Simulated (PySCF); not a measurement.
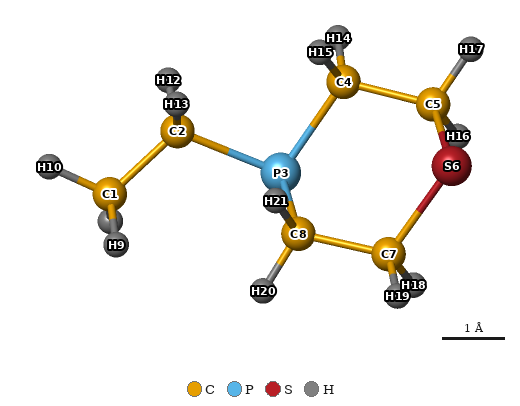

Fig. 1: The structure (ball-and-stick view, seen at a tilt; atoms are numbered from 1 in the order of the input). Bond lengths as drawn: C–C 1.52 Å, C–H 1.10 Å, C–P 1.86 Å and C–S 1.82 Å.

## What a change does: NMR shielding calculation on C₆H₁₃PS

System: C₆H₁₃PS.
Method of run 1: GIAO PBE0/pcSseg-1 NMR shielding, non-relativistic, IEF-PCM acetone (PySCF 2.14.0).

The geometry comes from this level: PBE0-D3(BJ)/def2-SVP. Text and figures count atoms from 1; the logs count them from 0 in places.

### The input, run 1
```
{"job": {"kind": "nmr", "xc": "PBE0", "basis": "pcSseg-1", "solvent": "acetone", "pop": true}, "charge": 0, "multiplicity": 1}
C      2.928685     0.246684    -0.509348
C      1.719171    -0.611117    -0.165163
P      0.253362    -0.275204    -1.253970
C     -0.997056    -1.380360    -0.430203
C     -2.419112    -1.027576    -0.846477
S     -2.989098     0.572978    -0.206157
C     -1.751725     1.666777    -0.961399
C     -0.319964     1.350749    -0.548159
H      2.725959     1.317360    -0.349059
H      3.794767    -0.017789     0.116130
H      3.222544     0.119581    -1.562598
H      1.961738    -1.679477    -0.297310
H      1.431375    -0.480272     0.892919
H     -0.766996    -2.416434    -0.733098
H     -0.905114    -1.321240     0.667934
H     -2.522814    -1.037389    -1.944601
H     -3.138547    -1.759226    -0.447334
H     -1.861750     1.636554    -2.058719
H     -2.039805     2.678357    -0.635295
H      0.354335     2.135473    -0.929789
H     -0.242187     1.343220     0.552884
```

The first line tells a small driver script what to run in PySCF; the rest is the geometry in Å.

Launched with:
```bash
OMP_NUM_THREADS=1 python <driver script> task.json out
```

Hardware: 1 CPU thread, shared host.

### Output (run 1)
```
coarse grid: 17824 points
cycle   1  E = -975.3106081878  dE =  6.829e-01  |g| = 3.780e-01  |ddm| = 4.145e+00
cycle   2  E = -975.3093753767  dE =  1.233e-03  |g| = 3.970e-01  |ddm| = 7.530e-01
cycle   3  E = -975.3499214138  dE = -4.055e-02  |g| = 4.042e-02  |ddm| = 3.519e-01
cycle   4  E = -975.3502966077  dE = -3.752e-04  |g| = 1.624e-02  |ddm| = 7.572e-02
cycle   5  E = -975.3503542714  dE = -5.766e-05  |g| = 4.916e-03  |ddm| = 2.235e-02
cycle   6  E = -975.3503596248  dE = -5.353e-06  |g| = 1.464e-03  |ddm| = 5.761e-03
final grid: 160760 points
cycle   7  E = -975.4032759528  dE = -4.802e-05  |g| = 1.030e-02  |ddm| = 4.256e-02
cycle   8  E = -975.4032623914  dE =  1.356e-05  |g| = 1.271e-02  |ddm| = 1.964e-02
cycle   9  E = -975.4033029214  dE = -4.053e-05  |g| = 5.644e-04  |ddm| = 1.110e-02
cycle  10  E = -975.4033029868  dE = -6.539e-08  |g| = 2.613e-04  |ddm| = 8.881e-04
cycle  11  E = -975.4033030038  dE = -1.702e-08  |g| = 6.157e-05  |ddm| = 2.743e-04
cycle  12  E = -975.4033030047  dE = -9.018e-10  |g| = 1.827e-05  |ddm| = 7.402e-05
converged SCF energy = -975.4033030047

GIAO shielding tensors (ppm)
atom      isotropic    diamagn.    paramagn.     s11        s22        s33       span
  0 C      174.004     245.392     -71.388    162.182    172.708    187.122     24.940
  1 C      157.101     253.655     -96.554    143.650    154.880    172.773     29.122
  2 P      371.482     967.841    -596.359    340.106    357.812    416.528     76.422
  3 C      153.583     252.773     -99.191    138.389    157.403    164.956     26.567
  4 C      152.337     247.800     -95.463    142.696    150.672    163.643     20.946
  5 S      511.289    1054.933    -543.644    407.384    488.578    637.906    230.522
  6 C      152.351     247.378     -95.027    142.231    150.786    164.036     21.805
  7 C      153.755     252.749     -98.994    134.167    155.964    171.134     36.967
  8 H       30.274      29.708       0.566     24.697     30.520     35.605     10.908
  9 H       29.947      26.996       2.951     24.828     26.868     38.147     13.319
 10 H       30.376      28.270       2.106     25.740     28.457     36.932     11.192
 11 H       29.821      31.924      -2.103     24.390     29.263     35.809     11.419
 12 H       29.886      33.242      -3.356     25.155     30.274     34.229      9.074
 13 H       29.355      31.375      -2.020     24.246     27.889     35.930     11.684
 14 H       29.793      31.894      -2.101     25.953     29.460     33.966      8.013
 15 H       28.459      28.793      -0.334     23.583     27.380     34.415     10.832
 16 H       28.633      28.008       0.625     22.301     26.711     36.886     14.585
 17 H       28.473      28.795      -0.322     23.475     27.510     34.434     10.960
 18 H       28.592      28.092       0.500     22.193     26.829     36.755     14.562
 19 H       29.161      31.657      -2.496     23.514     28.661     35.308     11.794
 20 H       29.949      31.985      -2.036     26.015     29.758     34.074      8.059
```

The input of run 2 differs as follows (lines with − go, lines with + come):
```diff
-"solvent": "acetone"
-"pop": true
+"solvent": "tetrahydrofuran"
+"pop": false
```

What does this change do to the results?

The total energy of run 2 is 0.7 kcal/mol higher: the change of the electrostatic solvation energy at this fixed geometry, without cavity or dispersion terms. The dipole moment goes from 1.99 to 1.92 D. Of all shieldings, the largest change is that of S6, by −2.4 ppm. The number of SCF iterations is the same.

### Output (run 2)
```
coarse grid: 17824 points
cycle   1  E = -975.3094146706  dE =  6.840e-01  |g| = 3.787e-01  |ddm| = 4.145e+00
cycle   2  E = -975.3079644342  dE =  1.450e-03  |g| = 3.987e-01  |ddm| = 7.493e-01
cycle   3  E = -975.3488465419  dE = -4.088e-02  |g| = 4.103e-02  |ddm| = 3.563e-01
cycle   4  E = -975.3492334334  dE = -3.869e-04  |g| = 1.647e-02  |ddm| = 7.701e-02
cycle   5  E = -975.3492930668  dE = -5.963e-05  |g| = 4.999e-03  |ddm| = 2.294e-02
cycle   6  E = -975.3492985900  dE = -5.523e-06  |g| = 1.494e-03  |ddm| = 5.677e-03
final grid: 160760 points
cycle   7  E = -975.4022246948  dE = -4.800e-05  |g| = 1.032e-02  |ddm| = 4.259e-02
cycle   8  E = -975.4022108314  dE =  1.386e-05  |g| = 1.277e-02  |ddm| = 1.976e-02
cycle   9  E = -975.4022517379  dE = -4.091e-05  |g| = 5.770e-04  |ddm| = 1.127e-02
cycle  10  E = -975.4022518069  dE = -6.899e-08  |g| = 2.629e-04  |ddm| = 9.207e-04
cycle  11  E = -975.4022518240  dE = -1.715e-08  |g| = 6.323e-05  |ddm| = 2.798e-04
cycle  12  E = -975.4022518250  dE = -9.538e-10  |g| = 1.857e-05  |ddm| = 7.582e-05
converged SCF energy = -975.4022518250

GIAO shielding tensors (ppm)
atom      isotropic    diamagn.    paramagn.     s11        s22        s33       span
  0 C      173.946     245.342     -71.396    162.183    172.630    187.025     24.842
  1 C      156.968     253.697     -96.728    143.542    154.753    172.610     29.068
  2 P      371.214     967.757    -596.543    339.834    357.634    416.173     76.339
  3 C      153.501     252.824     -99.323    138.294    157.444    164.764     26.470
  4 C      152.304     247.742     -95.438    142.724    150.642    163.546     20.822
  5 S      508.843    1054.852    -546.009    404.327    487.078    635.122    230.795
  6 C      152.323     247.318     -94.995    142.269    150.758    163.942     21.673
  7 C      153.686     252.798     -99.112    134.064    155.969    171.023     36.960
  8 H       30.294      29.718       0.577     24.721     30.541     35.621     10.900
  9 H       29.954      27.001       2.952     24.836     26.880     38.145     13.309
 10 H       30.357      28.254       2.103     25.723     28.433     36.916     11.193
 11 H       29.842      31.947      -2.104     24.427     29.287     35.813     11.386
 12 H       29.918      33.279      -3.362     25.210     30.305     34.238      9.028
 13 H       29.391      31.416      -2.025     24.295     27.933     35.945     11.649
 14 H       29.809      31.922      -2.114     25.989     29.468     33.969      7.980
 15 H       28.465      28.797      -0.332     23.595     27.383     34.415     10.820
 16 H       28.661      28.029       0.632     22.340     26.744     36.899     14.559
 17 H       28.478      28.796      -0.318     23.487     27.513     34.435     10.947
 18 H       28.621      28.111       0.510     22.233     26.864     36.768     14.535
 19 H       29.197      31.700      -2.502     23.563     28.705     35.324     11.761
 20 H       29.968      32.013      -2.045     26.053     29.771     34.079      8.026
```

### The two runs side by side

| quantity | run 1 | run 2 |
| --- | --- | --- |
| outcome | converged | converged |
| total energy (hartree) | −975.403303 | −975.402252 |
| HOMO (eV) | −6.46 | −6.44 |
| LUMO (eV) | 1.06 | 1.05 |
| dipole moment (D) | 1.99 | 1.92 |
| shielding of C1 (ppm) | 174.0 | 173.9 |
| shielding of C2 (ppm) | 157.1 | 157.0 |
| shielding of P3 (ppm) | 371.5 | 371.2 |
| shielding of C4 (ppm) | 153.6 | 153.5 |
| shielding of S6 (ppm) | 511.3 | 508.8 |
| shielding of C8 (ppm) | 153.8 | 153.7 |
| shielding of H20 (ppm) | 29.2 | 29.2 |
| SCF iterations | 12 | 12 |
| basis functions | 215 | 215 |
| wall time (shared host) | 40 s | 37 s |
